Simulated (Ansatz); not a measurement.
# SnH3BrCl2O: nudged elastic band

SnH3BrCl2O, computed with RKS PBE-D4/def2-SVP (Ansatz 0.2.0).

It belongs to a series of runs on one base structure; here: band between the two ends. Figures and captions count atoms from 1; the log counts them from 0 in places.

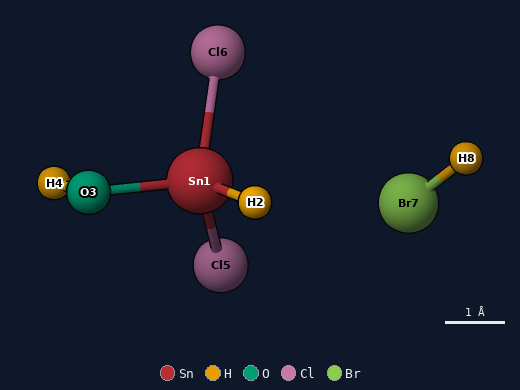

Figure 1. The starting structure (ball-and-stick view, seen at a tilt; atoms are numbered from 1 in the order of the input). Sticks mark near contacts. Bond lengths as drawn: Br–H 1.44 Å, Cl–Sn 2.36 to 2.37 Å, H–O 0.98 Å, H–Sn 1.71 Å and O–Sn 1.99 Å.

Input file
```yaml
crystal:
  periodic: [false, false, false]
  atoms:
    - { symbol: Sn, position_ang: [0.425799, -0.21114, 0.037489] }
    - { symbol: H, position_ang: [0.614946, -0.086785, 1.731918] }
    - { symbol: O, position_ang: [2.261419, -0.284699, -0.734847] }
    - { symbol: H, position_ang: [2.221403, -0.313693, -1.711404] }
    - { symbol: Cl, position_ang: [-0.683143, 1.63691, -0.945096] }
    - { symbol: Cl, position_ang: [-0.742329, -2.145772, -0.646806] }
    - { symbol: Br, position_ang: [-2.817826, 0.641578, 1.656425] }
    - { symbol: H, position_ang: [-3.291068, -0.188498, 2.731622] }
basis:
  gaussian: { orbitals: def2-SVP }
hamiltonian:
  xc: pbe
  dispersion: d4
neb:
  order_check: false
  images: 5
  f_tol: 0.03
  max_iterations: 60
  final_atoms:
    - { symbol: Sn, position_ang: [-0.6451439, 0.01326162, -0.88643669] }
    - { symbol: H, position_ang: [0.26677421, 0.00821248, 2.73882791] }
    - { symbol: O, position_ang: [0.90990532, -0.03911571, 0.3611118] }
    - { symbol: H, position_ang: [1.16517968, -0.97238328, 0.51736404] }
    - { symbol: Cl, position_ang: [-0.43036488, 1.99838749, -2.10705972] }
    - { symbol: Cl, position_ang: [-0.53374137, -1.8583432, -2.30971163] }
    - { symbol: Br, position_ang: [-2.8144154, -0.00487754, 0.32897581] }
    - { symbol: H, position_ang: [0.07100735, -0.09724085, 3.47622948] }
  initial_path:
    images:
      - { positions_ang: [[0.425799, -0.21114, 0.037489], [0.614946, -0.086785, 1.731918], [2.261419, -0.284699, -0.734847], [2.221403, -0.313693, -1.711404], [-0.683143, 1.63691, -0.945096], [-0.742329, -2.145772, -0.646806], [-2.817826, 0.641578, 1.656425], [-3.291068, -0.188498, 2.731622]] }
      - { positions_ang: [[0.28401667, -0.14043224, 0.02528407], [0.41261751, -0.06804011, 1.85148628], [2.12303368, -0.1935224, -0.70947124], [2.1978466, -0.53082834, -1.4045434], [-0.82673699, 1.75555307, -0.88595129], [-0.8818727, -2.07705947, -0.70681487], [-2.79143741, 0.43434497, 1.41175356], [-2.52826635, -0.13211447, 2.5375579]] }
      - { positions_ang: [[0.14223434, -0.06972447, 0.01307915], [0.21028902, -0.04929523, 1.97105455], [1.98464836, -0.10234579, -0.68409548], [2.1742902, -0.74796369, -1.0976828], [-0.97033099, 1.87419614, -0.82680658], [-1.02141641, -2.00834694, -0.76682375], [-2.76504883, 0.22711193, 1.16708212], [-1.76546471, -0.07573095, 2.34349379]] }
      - { positions_ang: [[0.00045202, 0.00098329, 0.00087422], [0.00796054, -0.03055034, 2.09062283], [1.84626304, -0.01116919, -0.65871972], [2.15073381, -0.96509903, -0.79082221], [-1.11392498, 1.9928392, -0.76766187], [-1.16096011, -1.93963441, -0.82683262], [-2.73866024, 0.0198789, 0.92241068], [-1.00266306, -0.01934742, 2.14942969]] }
      - { positions_ang: [[-0.21474662, 0.00507606, -0.29489608], [0.09423176, -0.0176294, 2.30669119], [1.5341438, -0.0204847, -0.31877588], [1.82221576, -0.96752711, -0.35476013], [-0.88607161, 1.99468863, -1.21412782], [-0.9518872, -1.91253734, -1.32112563], [-2.76391196, 0.01162675, 0.72459905], [-0.64477292, -0.0453119, 2.59169629]] }
      - { positions_ang: [[-0.42994526, 0.00916884, -0.59066639], [0.18050298, -0.00470846, 2.52275955], [1.22202456, -0.0298002, 0.02116796], [1.49369772, -0.9699552, 0.08130196], [-0.65821825, 1.99653806, -1.66059377], [-0.74281429, -1.88544027, -1.81541863], [-2.78916368, 0.00337461, 0.52678743], [-0.28688279, -0.07127638, 3.03396289]] }
      - { positions_ang: [[-0.6451439, 0.01326162, -0.88643669], [0.26677421, 0.00821248, 2.73882791], [0.90990532, -0.03911571, 0.3611118], [1.16517968, -0.97238328, 0.51736404], [-0.43036488, 1.99838749, -2.10705972], [-0.53374137, -1.8583432, -2.30971163], [-2.8144154, -0.00487754, 0.32897581], [0.07100735, -0.09724085, 3.47622948]] }
```

Command:
```bash
ansatz run input.yaml --threads 4 --pin off --max-ram 5120MiB --backend cpu --events-out ev --progress --plain --runs-dir out
```

The program's output
```
Engine: ansatz 0.2.0, x86_64-unknown-linux-gnu
Functional definition: PBE
  parameter kappa = 0.804
  parameter beta = 0.06672455060314922
  exchange = pbe_x(kappa = kappa, mu = beta*pi^2/3)
  correlation = pbe_c(beta = beta)
1343 factors; their error is unknown
mean field evaluation 1: about -102973.6719 eV, gradient 6.0e1 eV
mean field evaluation 2: about -102860.3257 eV, gradient 1.9e2 eV
mean field evaluation 4: about -102979.4105 eV, gradient 2.0e1 eV
mean field evaluation 8: about -102980.4698 eV, gradient 1.2e-1 eV
mean field evaluation 16: about -102980.3871 eV, gradient 8.0e-4 eV
mean field -102980.38707744 eV, -3784.4594224824 hartree, gradient 2.6e-5 eV, S^2 0.000000; 0 other end points of the search recorded, 0 dependent functions left out
the calculation of the forces begins
reference -102980.38712022 eV, -3784.4594240548 hartree; 51, 51 occupied and 72, 72 virtual orbitals, 1343 factors
1343 factors; their error is unknown
mean field evaluation 32: about -102981.0097 eV, gradient 1.0e-2 eV
mean field -102981.00971648 eV, -3784.4823040450 hartree, gradient 2.8e-5 eV, S^2 0.000000; 0 other end points of the search recorded, 0 dependent functions left out
[... from here on the field's lines of each further geometry are left out, up to the last ...]
NEB iter   1: max|band force component| = 1.850e1 eV/Å  barrier→ = 2.3536 eV  barrier← = 2.9809 eV  Δτ_max = 0.2000 Å  (236 SCF iters)
NEB iter   2: max|band force component| = 2.466e0 eV/Å  barrier→ = 1.6632 eV  barrier← = 2.2905 eV  Δτ_max = 0.2000 Å  (163 SCF iters)
NEB iter   3: max|band force component| = 1.229e0 eV/Å  barrier→ = 1.1106 eV  barrier← = 1.7378 eV  Δτ_max = 0.2000 Å  (160 SCF iters)
NEB iter   4: max|band force component| = 2.912e0 eV/Å  barrier→ = 1.2345 eV  barrier← = 1.8617 eV  Δτ_max = 0.0993 Å  (150 SCF iters)
NEB iter   5: max|band force component| = 9.315e-1 eV/Å  barrier→ = 0.8286 eV  barrier← = 1.4558 eV  Δτ_max = 0.1961 Å  (148 SCF iters)
NEB iter   6: max|band force component| = 6.727e-1 eV/Å  barrier→ = 0.8500 eV  barrier← = 1.4773 eV  CI = image 3  Δτ_max = 0.2000 Å  (143 SCF iters)
NEB iter   7: max|band force component| = 9.051e-1 eV/Å  barrier→ = 1.0726 eV  barrier← = 1.6999 eV  CI = image 3  Δτ_max = 0.1717 Å  (145 SCF iters)
NEB iter   8: max|band force component| = 8.807e-1 eV/Å  barrier→ = 1.0734 eV  barrier← = 1.7006 eV  CI = image 3  Δτ_max = 0.1275 Å  (150 SCF iters)
NEB iter   9: max|band force component| = 1.303e-1 eV/Å  barrier→ = 1.0701 eV  barrier← = 1.6973 eV  CI = image 3  Δτ_max = 0.0410 Å  (144 SCF iters)
NEB iter  10: max|band force component| = 6.971e-2 eV/Å  barrier→ = 1.0634 eV  barrier← = 1.6907 eV  CI = image 3  Δτ_max = 0.0707 Å  (141 SCF iters)
NEB iter  11: max|band force component| = 9.784e-2 eV/Å  barrier→ = 1.0570 eV  barrier← = 1.6842 eV  CI = image 3  Δτ_max = 0.0355 Å  (138 SCF iters)
NEB iter  12: max|band force component| = 7.645e-2 eV/Å  barrier→ = 1.0553 eV  barrier← = 1.6826 eV  CI = image 3  Δτ_max = 0.0356 Å  (138 SCF iters)
NEB iter  13: max|band force component| = 7.261e-2 eV/Å  barrier→ = 1.0527 eV  barrier← = 1.6799 eV  CI = image 3  Δτ_max = 0.0358 Å  (136 SCF iters)
NEB iter  14: max|band force component| = 6.912e-2 eV/Å  barrier→ = 1.0493 eV  barrier← = 1.6765 eV  CI = image 3  Δτ_max = 0.0718 Å  (138 SCF iters)
NEB iter  15: max|band force component| = 6.039e-2 eV/Å  barrier→ = 1.0421 eV  barrier← = 1.6694 eV  CI = image 3  Δτ_max = 0.0714 Å  (138 SCF iters)
NEB iter  16: max|band force component| = 5.735e-2 eV/Å  barrier→ = 1.0351 eV  barrier← = 1.6623 eV  CI = image 3  Δτ_max = 0.0356 Å  (136 SCF iters)
NEB iter  17: max|band force component| = 5.326e-2 eV/Å  barrier→ = 1.0317 eV  barrier← = 1.6589 eV  CI = image 3  Δτ_max = 0.0355 Å  (137 SCF iters)
NEB iter  18: max|band force component| = 5.783e-2 eV/Å  barrier→ = 1.0284 eV  barrier← = 1.6556 eV  CI = image 3  Δτ_max = 0.0715 Å  (139 SCF iters)
NEB iter  19: max|band force component| = 5.337e-2 eV/Å  barrier→ = 1.0234 eV  barrier← = 1.6506 eV  CI = image 3  Δτ_max = 0.0710 Å  (140 SCF iters)
NEB iter  20: max|band force component| = 6.888e-2 eV/Å  barrier→ = 1.0188 eV  barrier← = 1.6460 eV  CI = image 3  Δτ_max = 0.0356 Å  (135 SCF iters)
NEB iter  21: max|band force component| = 6.645e-2 eV/Å  barrier→ = 1.0170 eV  barrier← = 1.6442 eV  CI = image 3  Δτ_max = 0.0356 Å  (138 SCF iters)
NEB iter  22: max|band force component| = 4.701e-2 eV/Å  barrier→ = 1.0153 eV  barrier← = 1.6425 eV  CI = image 3  Δτ_max = 0.0356 Å  (139 SCF iters)
NEB iter  23: max|band force component| = 4.396e-2 eV/Å  barrier→ = 1.0138 eV  barrier← = 1.6411 eV  CI = image 3  Δτ_max = 0.0356 Å  (137 SCF iters)
NEB iter  24: max|band force component| = 4.087e-2 eV/Å  barrier→ = 1.0124 eV  barrier← = 1.6397 eV  CI = image 3  Δτ_max = 0.0356 Å  (137 SCF iters)
NEB iter  25: max|band force component| = 3.598e-2 eV/Å  barrier→ = 1.0113 eV  barrier← = 1.6385 eV  CI = image 3  Δτ_max = 0.0356 Å  (137 SCF iters)
NEB iter  26: max|band force component| = 3.310e-2 eV/Å  barrier→ = 1.0101 eV  barrier← = 1.6373 eV  CI = image 3  Δτ_max = 0.0356 Å  (137 SCF iters)
NEB iter  27: max|band force component| = 2.733e-2 eV/Å  barrier→ = 1.0091 eV  barrier← = 1.6363 eV  CI = image 3  Δτ_max = 0.0356 Å  (137 SCF iters)
NEB iter  28: max|band force component| = 6.146e-2 eV/Å  barrier→ = 1.0082 eV  barrier← = 1.6354 eV  CI = image 3  Δτ_max = 0.0713 Å  (29 SCF iters)
NEB iter  29: max|band force component| = 2.740e-2 eV/Å  barrier→ = 1.0072 eV  barrier← = 1.6344 eV  CI = image 3  Δτ_max = 0.0377 Å  (135 SCF iters)
NEB iter  30: max|band force component| = 5.515e-2 eV/Å  barrier→ = 1.0065 eV  barrier← = 1.6337 eV  CI = image 3  Δτ_max = 0.0752 Å  (30 SCF iters)
NEB iter  31: max|band force component| = 3.222e-2 eV/Å  barrier→ = 1.0059 eV  barrier← = 1.6332 eV  CI = image 3  Δτ_max = 0.0324 Å  (136 SCF iters)
NEB iter  32: max|band force component| = 3.256e-2 eV/Å  barrier→ = 1.0057 eV  barrier← = 1.6329 eV  CI = image 3  Δτ_max = 0.0163 Å  (137 SCF iters)
NEB iter  33: max|band force component| = 3.169e-2 eV/Å  barrier→ = 1.0056 eV  barrier← = 1.6328 eV  CI = image 3  Δτ_max = 0.0162 Å  (129 SCF iters)
the calculation of the forces begins
reference -102980.99116862 eV, -3784.4816224240 hartree; 51, 51 occupied and 72, 72 virtual orbitals, 1343 factors
1343 factors; their error is unknown
mean field evaluation 1280: about -102979.3612 eV, gradient 8.9e-4 eV
mean field -102979.36118980 eV, -3784.4217218071 hartree, gradient 1.7e-5 eV, S^2 0.000000; 1 other end points of the search recorded, 0 dependent functions left out
the calculation of the forces begins
reference -102979.36122826 eV, -3784.4217232204 hartree; 51, 51 occupied and 72, 72 virtual orbitals, 1343 factors
NEB iter  34: max|band force component| = 2.904e-2 eV/Å  barrier→ = 1.0055 eV  barrier← = 1.6327 eV  CI = image 3  Δτ_max = 0.0000 Å  (280 SCF iters)
```

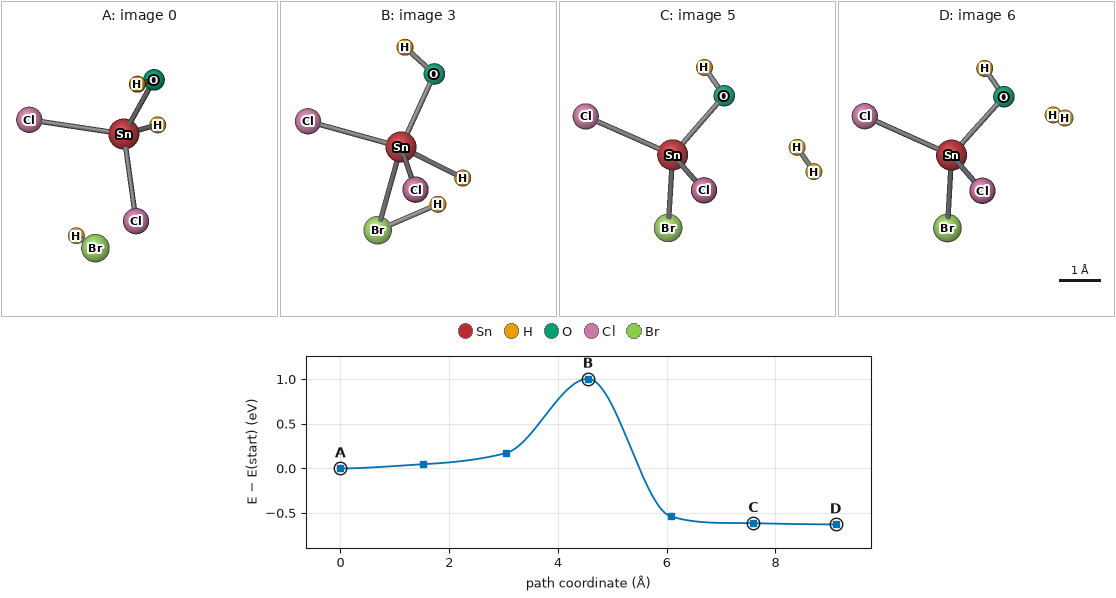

Figure 2. Images of the last band (counted from 0; ball-and-stick, seen at a tilt) above the energy along the path; the line is a cubic interpolation that uses the forces. The highest image is number 3, 1.005 eV above the start and 1.633 eV above the end (the climbing image); the end lies 0.627 eV below the start. The path is 9.11 Å long. The band converged in 34 iterations.

```
Total energy: -102979.63282429 eV, -3784.4317041907 hartree
Atom 0 at    -0.254465     0.017689    -0.068023 Å, force     0.005119    -0.006646     0.002912 eV/Å
Atom 1 at    -0.099942     0.719757     1.702921 Å, force    -0.000342     0.003167    -0.001927 eV/Å
Atom 2 at     1.685950    -0.458400     0.031589 Å, force    -0.004939    -0.000209     0.002930 eV/Å
Atom 3 at     1.845445    -1.141480    -0.654792 Å, force    -0.001299    -0.001132    -0.000097 eV/Å
Atom 4 at    -0.852647     2.056318    -1.084311 Å, force    -0.000980     0.006017    -0.003217 eV/Å
Atom 5 at    -0.974683    -1.651771    -1.599528 Å, force    -0.000507     0.001475    -0.001624 eV/Å
Atom 6 at    -2.362975    -0.729026     1.768340 Å, force     0.006738    -0.001158     0.001196 eV/Å
Atom 7 at    -0.997482     0.234814     2.023106 Å, force    -0.003790    -0.001513    -0.000173 eV/Å
Dipole moment:     0.150379    -0.075780     0.142966 e Å
this run last wrote the band of iteration 34 to [file]; this run last wrote the band within `neb.f_tol` of iteration 29 to [file]
```

The last band as extended XYZ (Å, eV, eV/Å)
```
8
Properties=species:S:1:pos:R:3:forces:R:3 image=0 energy=-102980.63826
Sn    0.4258   -0.2111    0.0375    0.0069  -0.0075  -0.0149
H     0.6149   -0.0868    1.7319    0.0009   0.0053   0.0231
O     2.2614   -0.2847   -0.7348   -0.0064   0.0025  -0.0007
H     2.2214   -0.3137   -1.7114    0.0020  -0.0013  -0.0045
Cl   -0.6831    1.6369   -0.9451   -0.0006  -0.0008   0.0007
Cl   -0.7423   -2.1458   -0.6468   -0.0019   0.0014  -0.0016
Br   -2.8178    0.6416    1.6564   -0.0017   0.0010   0.0016
H    -3.2911   -0.1885    2.7316    0.0007  -0.0007  -0.0035
8
Properties=species:S:1:pos:R:3:forces:R:3 image=1 energy=-102980.59062
Sn    0.2736   -0.0321   -0.0747    0.0089  -0.0029   0.0039
H     0.1963    0.1590    1.6248    0.0084  -0.0091   0.0007
O     2.1946   -0.3577   -0.4951   -0.0013   0.0015  -0.0045
H     2.2957   -0.6411   -1.4253    0.0073   0.0092  -0.0156
Cl   -0.4678    1.8840   -1.2390   -0.0003  -0.0049   0.0016
Cl   -0.9438   -1.8568   -0.9481    0.0012  -0.0055   0.0027
Br   -3.1178   -0.0243    1.7057    0.0010   0.0071  -0.0070
H    -2.4415   -0.0832    2.9710   -0.0252   0.0045   0.0183
8
Properties=species:S:1:pos:R:3:forces:R:3 image=2 energy=-102980.46732
Sn    0.1099    0.1397   -0.1364    0.0675   0.0136  -0.0072
H    -0.1209    0.4944    1.5324   -0.0012  -0.0290  -0.0259
O     2.0334   -0.3585   -0.2688    0.0159  -0.0038  -0.0686
H     2.1436   -1.0005   -0.9996    0.0430   0.0426  -0.0247
Cl   -0.4553    2.0617   -1.3788    0.0515   0.0032  -0.0371
Cl   -1.0566   -1.6501   -1.1299   -0.0146   0.0050   0.0599
Br   -2.9616   -0.6468    2.1233   -0.0598   0.0061   0.0551
H    -1.7033    0.0080    2.3771   -0.1022  -0.0378   0.0486
8
Properties=species:S:1:pos:R:3:forces:R:3 image=3 energy=-102979.63279
Sn   -0.2545    0.0177   -0.0680    0.0051  -0.0066   0.0029
H    -0.0999    0.7198    1.7029   -0.0003   0.0032  -0.0019
O     1.6860   -0.4584    0.0316   -0.0049  -0.0002   0.0029
H     1.8454   -1.1415   -0.6548   -0.0013  -0.0011  -0.0001
Cl   -0.8526    2.0563   -1.0843   -0.0010   0.0060  -0.0032
Cl   -0.9747   -1.6518   -1.5995   -0.0005   0.0015  -0.0016
Br   -2.3630   -0.7290    1.7683    0.0067  -0.0012   0.0012
H    -0.9975    0.2348    2.0231   -0.0038  -0.0015  -0.0002
8
Properties=species:S:1:pos:R:3:forces:R:3 image=4 energy=-102981.17550
Sn   -0.5944   -0.2439   -0.3384   -0.0566  -0.0416  -0.0424
H     0.2459    0.8312    2.1867    0.0574   0.0358   0.0662
O     1.2260   -0.6823    0.3524   -0.0737   0.0049   0.0395
H     1.6528   -1.2540   -0.3213   -0.0164  -0.0016   0.0195
Cl   -0.6665    2.0258   -0.9368   -0.0233  -0.0214   0.0139
Cl   -0.8459   -1.5613   -2.2743    0.0181  -0.0115  -0.0861
Br   -2.5177   -0.8217    1.1430    0.0030  -0.0402  -0.0640
H    -0.5109    0.7541    2.3080    0.0916   0.0756   0.0534
8
Properties=species:S:1:pos:R:3:forces:R:3 image=5 energy=-102981.25177
Sn   -0.6529   -0.1390   -0.7235   -0.0005   0.0009  -0.0046
H     0.3351    0.3590    2.5713    0.0029  -0.0006   0.0014
O     1.0173   -0.4259    0.3271   -0.0039   0.0040  -0.0071
H     1.3165   -1.3508    0.2040   -0.0038  -0.0013   0.0137
Cl   -0.6167    2.0989   -1.4073   -0.0022  -0.0003  -0.0044
Cl   -0.6106   -1.5823   -2.5835    0.0005   0.0007  -0.0043
Br   -2.7085   -0.5878    0.6023    0.0001  -0.0021  -0.0037
H    -0.0910    0.6758    3.1289    0.0068  -0.0014   0.0091
8
Properties=species:S:1:pos:R:3:forces:R:3 image=6 energy=-102981.26549
Sn   -0.6451    0.0133   -0.8864   -0.0032  -0.0017  -0.0028
H     0.2668    0.0082    2.7388    0.0008   0.0000   0.0001
O     0.9099   -0.0391    0.3611    0.0064   0.0006   0.0067
H     1.1652   -0.9724    0.5174   -0.0044   0.0020  -0.0035
Cl   -0.4304    1.9984   -2.1071   -0.0004  -0.0002  -0.0002
Cl   -0.5337   -1.8583   -2.3097    0.0005  -0.0006   0.0004
Br   -2.8144   -0.0049    0.3290    0.0000   0.0007  -0.0008
H     0.0710   -0.0972    3.4762    0.0003  -0.0009   0.0002
```

Key numbers

| quantity | value |
| --- | --- |
| outcome | converged |
| barrier, forward | 1.006 eV |
| barrier, backward | 1.633 eV |
| hardware | 4 threads of Intel Xeon @ 2.50GHz (Skylake/Cascade Lake), 32 GiB of memory available, shared host |
| wall time | 3.5 min (CPU time 13 min) |
| peak memory | 0.24 GiB |

Notes

The order of the saddle point was not checked.
